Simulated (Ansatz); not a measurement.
The starting structures come from a database of crystals and need not be the phases stable at ambient conditions.

 Where the default PAW files enter, the runs use the earlier of Ansatz's two default sets.

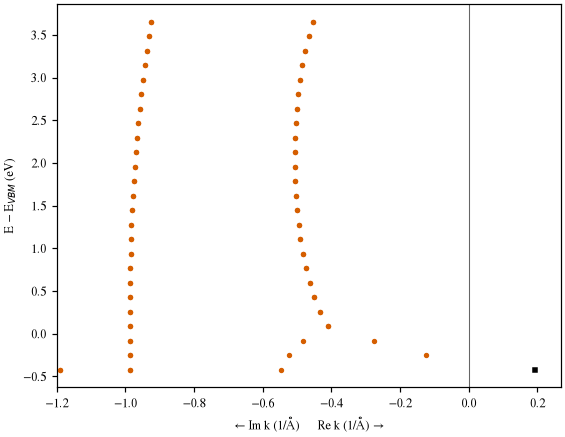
Figure: Complex bands at the centre of the two-dimensional zone; r2SCAN run with Ansatz (a program for electronic structure)

No gap correction and no spin-orbit coupling; mid-gap values are interpolated between computed energies.

**Question.** This is TlF (P4/nmm, not sure to be the ambient phase, 4 atoms a cell, 22.1 Å³ an atom) along the normal of (001). Read off the slowest decay at the centre of the two-dimensional zone at 1.78 eV, the computed energy nearest the middle of the gap.

**Answer.** κ ≈ 0.50 1/Å, a decay length 1/(2κ) of the density of 0.99 Å.
